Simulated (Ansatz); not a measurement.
## Electronic structure of ClFH₂OSi₂ (charge +1, doublet) in real space

| atom | x (Å) | y (Å) | z (Å) |
| --- | --- | --- | --- |
| Cl | -0.7173 | -1.3836 | 3.2481 |
| F | -1.6836 | -1.3744 | 0.4008 |
| O | 0.4204 | 0.0686 | 0.8940 |
| Si | -0.3453 | -1.4506 | 1.2727 |
| Si | 0.5564 | 1.5632 | 0.3924 |
| H | 0.5789 | -2.4853 | 0.8119 |
| H | 1.9429 | 2.1569 | 0.5915 |

Geometry: B3LYP-D3(BJ)/def2-SVP.

Method: isolated molecule in a Gaussian basis; Kohn-Sham density functional theory, functional PBE0 (Ansatz 0.2.0).

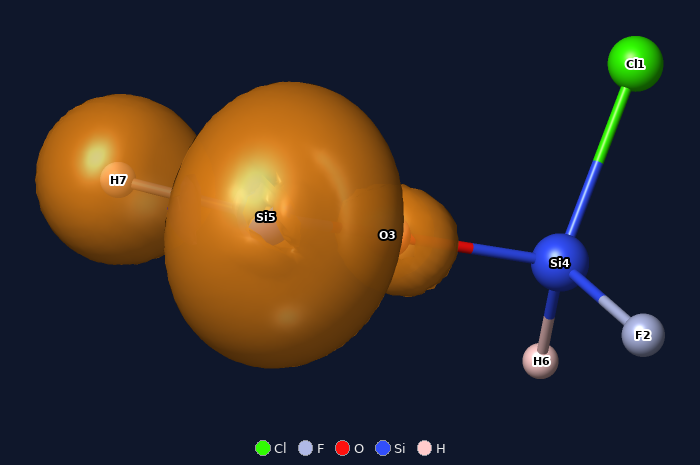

Figure 1. Isosurfaces of the spin density (α minus β) at +0.03 (orange) and −0.03 e/Å³ (purple), seen at a tilt.

> Where is the unpaired spin?

The unpaired spin (1 electron) lies mostly on Si5 (about 0.7), H7 (about 0.2) and O3 (about 0.1), in electrons by Hirshfeld's partition.

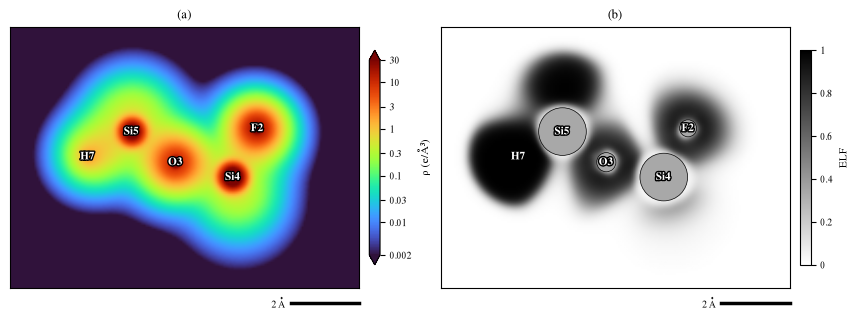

Figure 2. (a) electron density; (b) electron localisation function on the plane of atoms F2, Si4 and O3. Grey discs cover the atomic cores in the ELF map.

> What does the map show?

- The section cuts through F, O, Si and H sites.
- Si–O (1.58 Å): ρ is about 1.3 e/Å³ halfway; the ELF peaks at about 0.85 between the atoms (a polar covalent bond).
- Si–F (1.60 Å): ρ is about 1.2 e/Å³ halfway; the ELF peaks at about 0.85 in the valence shell of F, 0.6 Å from its nucleus, and is about 0.60 at the midpoint.
- Si–O (1.74 Å): ρ at the midpoint is about 0.89 e/Å³; the ELF peaks at about 0.90 between the atoms (a shared but strongly polarised pair).
- The ELF also peaks beside O3, F2 and Si5, away from the bonds: non-bonding electrons, paired or unpaired.

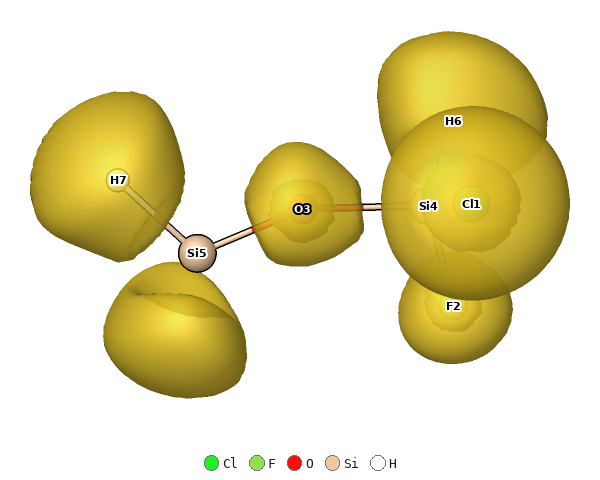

Figure 3. Isosurface of the ELF at 0.75 (yellow), seen from one side. Only the valence region is drawn (cores and ρ < 0.01 e/Å³ removed).

> What do the ELF domains correspond to?

At this value the surface marks out two regions around hydrogen nuclei, one region on Cl in which the atom's valence shell and bonds are merged, one region on O in which the atom's valence shell and bonds are merged, one lobe on Si, pointing away from the bonds (non-bonding electrons) and one region wrapped around F (its lone pairs, merged into a ring or cap).
